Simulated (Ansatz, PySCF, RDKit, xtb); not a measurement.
**Solving NSO+, step by step**

Given the formula NSO+ (charge +1) and nothing else, which arrangement of the atoms is the most stable in the gas at 400 K, and what are its properties?

Plan: many cheap relaxations first (GFN2-xTB), then density-functional screening, relaxation at PBE0-D3(BJ)/def2-SVP, vibrations and a final energy. The numbers are computed, not measured.

4 further runs of the same task are left out: 4 set aside as unsound or not needed.

## 1. Candidates

A program enumerates the bonding patterns with one Lewis structure each (two rings at most, one unusual centre or charged pair), with their diastereomers. O–O, O–halogen and N–halogen bonds and N–N–N chains are not drawn. That gives 3 candidates.

```
label     SMILES     spin
 c408   N#S#[O+]  singlet
 c606  N1=[S+]O1  singlet
 c836   O=[N+]=S  singlet
```

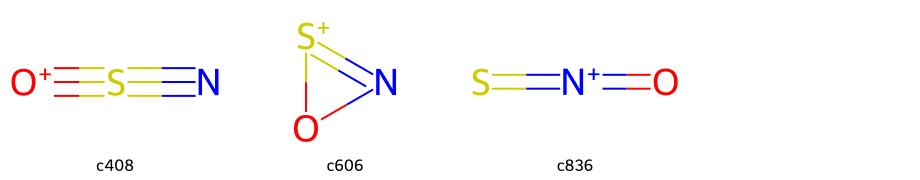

Structural formulas of the candidates.

Candidates are built by distance geometry, with a force field where one applies, in up to four conformers (letters a to d). 2 starts with atoms placed at random are added, to find patterns that the rules miss.

Q: Predict the outcome of this search (final energies at CCSD(T)/def2-TZVPP).

| quantity | value |
| --- | --- |
| lowest structure found | O=[N+]=S, singlet, C∞v |
| next finalist | [N][O][S] ‡, singlet, 69.0 kcal/mol higher in G |
| share at equilibrium, among the finalists | 100.0 % |
| harmonic wavenumbers, lowest and highest (PBE0-D3(BJ)/def2-SVP) | 519 and 2190 cm⁻¹ |
| rotational constants, same geometry | 0.2182 cm⁻¹ |
| HOMO energy (PBE0/def2-TZVPD) | -17.01 eV |
| LUMO energy (PBE0/def2-TZVPD) | -10.40 eV |
| HOMO–LUMO gap (PBE0/def2-TZVPD) | 6.61 eV |
| lowest excitation (TD-B3LYP/def2-SVPD) | 4.21 eV (f = 0.000) |
| lowest triplet excitation, same level, Tamm-Dancoff | 3.24 eV |
| vertical ionisation energy | 19.84 eV |
| vertical recombination energy (electron added) | 7.73 eV |
| vertical triplet less singlet | +3.26 eV |

The search ends on `O=[N+]=S`. Among the finalists first place is clear (69.0 kcal/mol); structures outside the list aren't covered. GFN2-xTB, HF/STO-3G, r2SCAN-D4/def2-SVP, PBE0-D3(BJ)/def2-SVP, HF/def2-TZVPP and MP2/def2-TZVPP already put its bonding pattern lowest among the structures in one piece. A large T1 diagnostic among the finalists warns that one reference determinant may not suffice. It concerns: the winner; the finalist [N][O][S] ‡ (singlet). Lowest found is not proven lowest: the search is finite, and each finalist counts with one conformer.

‡ marks the bonded skeleton alone, with all bonds drawn single: no Lewis structure was assigned that passes a check against the bond lengths.
